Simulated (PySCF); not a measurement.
Ge(Me)(Vi)2(OH), SMILES C=[CH][Ge]([CH3])([OH])[CH]=C, GFN2-xTB optimised geometry. Atoms within 1.6 Å of the plane z = 0.0 Å (x, y, z in Å): C2 (-1.20, -2.50, -1.42), Ge3 (-0.51, -1.30, 0.00), C4 (1.49, -1.30, 0.00), O5 (-1.05, -1.92, 1.57), C6 (-1.34, 0.48, 0.00), C7 (-1.28, 1.34, -1.00), H10 (-0.75, -3.48, -1.48), H11 (1.88, -2.31, 0.01), H12 (1.86, -0.78, 0.88), H13 (1.87, -0.79, -0.88), H15 (-1.88, 0.74, 0.90), H17 (-1.75, 2.31, -0.96).

Computed with PySCF with B3LYP/def2-SVP. Cells within 0.4 Å of a nucleus heavier than hydrogen are left out (blank, or x).

Map of the Laplacian of the electron density (e/bohr⁵), clipped to [-1.50, 1.50] on the plane z = 0.0 Å:

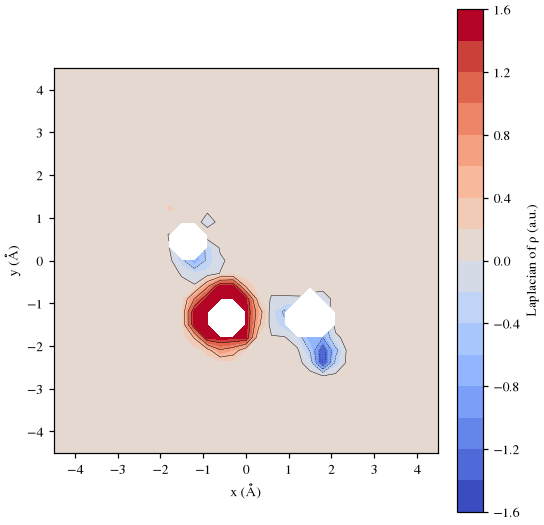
Figure: Laplacian of the electron density (e/bohr⁵), clipped to [-1.50, 1.50] on the plane z = 0.0 Å.
